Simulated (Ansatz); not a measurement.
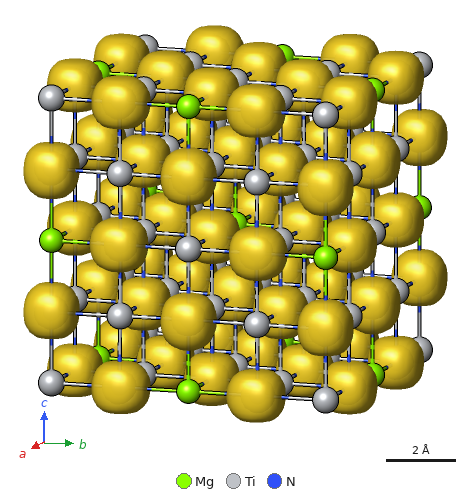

MgTi$_{7}$N$_{8}$. Isosurface of the ELF at 0.75 (yellow), seen slightly off an axis. Core shells and regions of very low density are left out. Sticks mark near contacts.

Space group Fm-3m; a generated structure, not necessarily the stable one; computed without spin polarisation.

Theory: Ansatz, DFT HSE06, scalar-relativistic, plane waves, PAW.

Input

```
crystal:
  lattice:
    - [-4.2097805532, -4.2097805532, 0.0]
    - [0.0, -4.2097805532, 4.2097805532]
    - [-4.2097805532, 0.0, 4.2097805532]
  atoms:
    - { symbol: Mg, position: [0.5, 0.0, 0.0] }
    - { symbol: Ti, position: [0.0, 0.0, 0.0] }
    - { symbol: Ti, position: [0.5, 0.5, 0.0] }
    - { symbol: Ti, position: [0.0, 0.5, 0.0] }
    - { symbol: Ti, position: [0.5, 0.0, 0.5] }
    - { symbol: Ti, position: [0.0, 0.0, 0.5] }
    - { symbol: Ti, position: [0.5, 0.5, 0.5] }
    - { symbol: Ti, position: [0.0, 0.5, 0.5] }
    - { symbol: "N", position: [0.75, 0.25, 0.25] }
    - { symbol: "N", position: [0.2480259239, 0.2519740761, 0.2519740761] }
    - { symbol: "N", position: [0.7519740761, 0.7480259239, 0.2519740761] }
    - { symbol: "N", position: [0.2480259239, 0.7480259239, 0.2519740761] }
    - { symbol: "N", position: [0.7519740761, 0.2519740761, 0.7480259239] }
    - { symbol: "N", position: [0.2480259239, 0.2519740761, 0.7480259239] }
    - { symbol: "N", position: [0.7519740761, 0.7480259239, 0.7480259239] }
    - { symbol: "N", position: [0.25, 0.75, 0.75] }
basis:
  ecutwfc: 420
kpoints:
  mp_grid: { grid: [4, 4, 4] }
  band_path:
    path: [[0.0, 0.0, 0.0], [0.0, -0.5, -0.5], [0.0, 0.25, 0.25]]
    npoints: 1
hamiltonian:
  xc: hse06
scf:
  occupations: { method: gaussian, width: 0.1 }
  n_extra_bands: 11
output:
  eigenvalues: true
  write_density: true
  write_potential: true
  elf: true
  volumetric_format: npy
```

Command:

```sh
ansatz run input.yaml --threads 4 --pin off --max-ram 10240MiB --backend cpu --events-out ev --progress --plain --runs-dir out
```

Below, planes, directions and counts refer to the conventional cell (a = 8.42 Å, b = 8.42 Å, c = 8.42 Å, α = 90.00°, β = 90.00°, γ = 90.00°).

**Describe the localisation domains.**

The surface consists of 32 regions wrapped around N (the valence shell of each), counted in one cell of 64 atoms. Regions shared between cells count once. Along the contacts the grid gives the following. Ti–N (2.09 Å): the ELF peaks at about 0.80 in the valence shell of N, 0.7 Å from its nucleus, and is about 0.20 at the midpoint: no localised pair shows between them. Mg–N (2.12 Å): the ELF peaks at about 0.85 in the valence shell of N, 0.7 Å from its nucleus, and is about 0.40 at the midpoint.
